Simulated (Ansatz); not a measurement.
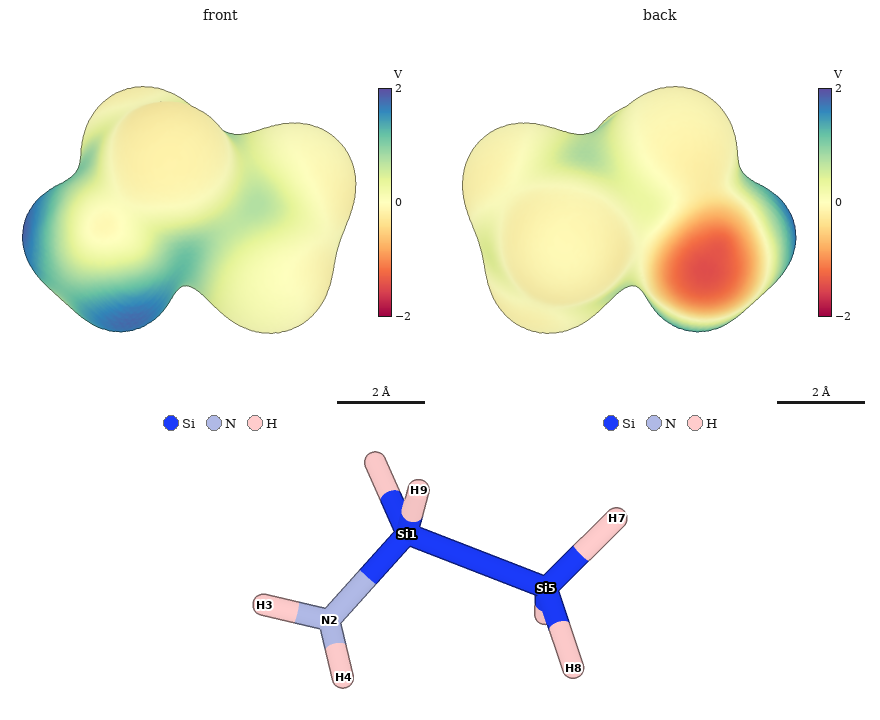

*H₇NSi₂. The molecular electrostatic potential painted on the density surface at 0.002 e/bohr³, seen from the front and from behind; the colour scale runs from red (negative) to blue (positive). The bare structure is drawn below in the same view.*

The calculation used Ansatz 0.2.0, RKS B3LYP/6-31G*.

Input file:

```
crystal:
  periodic: [false, false, false]
  atoms:
    - { symbol: Si, position_ang: [0.0, 0.0, 0.0] }
    - { symbol: "N", position_ang: [0.0, 0.0, 1.82] }
    - { symbol: H, position_ang: [-0.877, -0.2713, 2.35] }
    - { symbol: H, position_ang: [0.877, 0.2713, 2.35] }
    - { symbol: Si, position_ang: [2.0935, 0.0, -0.7393] }
    - { symbol: H, position_ang: [2.5508, -1.3762, -0.9079] }
    - { symbol: H, position_ang: [2.1573, 0.6939, -2.0222] }
    - { symbol: H, position_ang: [2.951, 0.6823, 0.2255] }
    - { symbol: H, position_ang: [-0.6877, 1.1914, -0.4862] }
    - { symbol: H, position_ang: [-0.6877, -1.1914, -0.4862] }
basis:
  gaussian: { orbitals: "6-31G*" }
hamiltonian:
  xc: b3lyp
relax:
  f_tol: 0.02
  max_steps: 40
output:
  orbitals: {}
```

Command:

```sh
ansatz run input.yaml --threads 1 --pin off --max-ram 2048MiB --backend cpu --events-out ev --progress --plain --runs-dir out
```

The fields are those of the run's last geometry, not of the input's.

Question: Which sites attract a positive test charge, and which a negative one?

Answer: A positive charge is drawn to the negative regions and a negative charge to the positive ones. The most negative region (about −1.4 V) lies over N2, the most positive (about +1.8 V) over H3 and H4. N2 is the likeliest acceptor of a hydrogen bond.
